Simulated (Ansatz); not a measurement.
System: B3ClH4.

Input file:

```
crystal:
  periodic: [false, false, false]
  atoms:
    - { symbol: B, position_ang: [-0.35604, 1.25957, -0.53052] }
    - { symbol: B, position_ang: [-0.32831, -0.37252, -0.37235] }
    - { symbol: B, position_ang: [0.62544, -0.9527, 0.83003] }
    - { symbol: Cl, position_ang: [-1.25086, -1.42237, -1.40362] }
    - { symbol: H, position_ang: [-1.09741, 1.92871, 0.08015] }
    - { symbol: H, position_ang: [0.4139, 1.83971, -1.1965] }
    - { symbol: H, position_ang: [0.22022, -1.14605, 1.91217] }
    - { symbol: H, position_ang: [1.73885, -1.26675, 0.64389] }
basis:
  gaussian: { orbitals: def2-SVP }
hamiltonian:
  xc: pbe
relax:
  f_tol: 0.015
  max_steps: 40
output:
  orbitals: {}
```

Command:

```sh
ansatz run input.yaml --threads 1 --pin off --max-ram 2048MiB --backend cpu --events-out ev --progress --plain --runs-dir out
```

The fields are those of the run's last geometry, not of the input's.

Level of theory: Ansatz 0.2.0, RKS PBE/def2-SVP.

What will maps of the electron density and electron localisation function show?

Answer. B–B (1.66 Å): ρ at the midpoint is about 1.1 e/Å³; the ELF peaks at about 1 between the atoms, as expected for a covalent bond.
B–Cl (1.80 Å): ρ at the midpoint is about 1.2 e/Å³; the ELF peaks at about 0.90 between the atoms (a shared but strongly polarised pair).

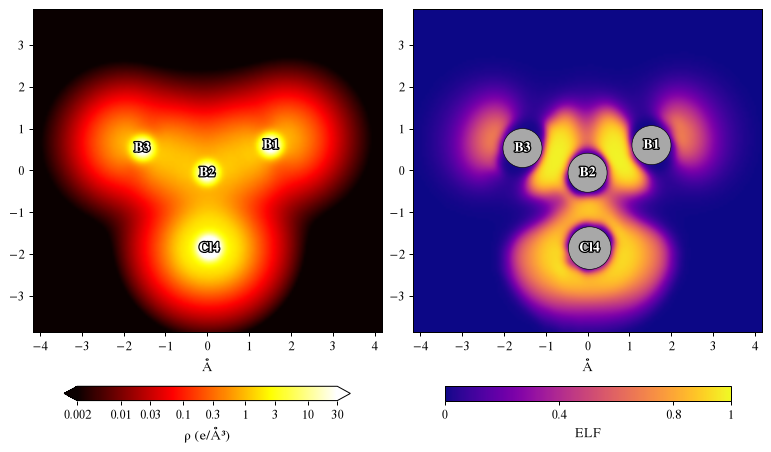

Computed electron density and electron localisation function on the plane of atoms B3, B2 and Cl4, in this order. Grey discs cover the atomic cores in the ELF map. 
